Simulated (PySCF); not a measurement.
Vertical excitations of a molecule C₄H₉FO from TDDFT-PBE/def2-SVPD run with PySCF, as energy in eV (oscillator strength): 6.04 (0.022), 6.56 (0.008), 6.92 (0.013), 7.48 (0.002), 7.50 (0.003), 7.57 (0.028), 7.61 (0.022), 7.65 (0.010), 7.93 (0.016), 8.03 (0.018). Lowest triplet (TDA): 5.91 eV. The structure is a stationary point at PBE-D3(BJ)/def2-SVP. One conformer was computed; it need not be the lowest.

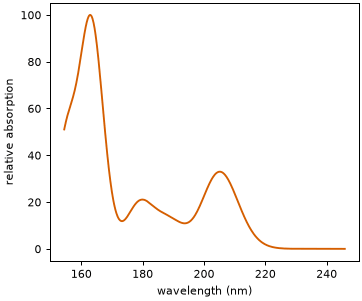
The lines broadened by 0.4 eV.

Q: Which molecule gave these data?
A. C[C@H](F)CCO
B. CC(C)(F)CO
C. COC[C@H](C)F
D. C[C@H](O)[C@H](C)F

A: C, COC[C@H](C)F
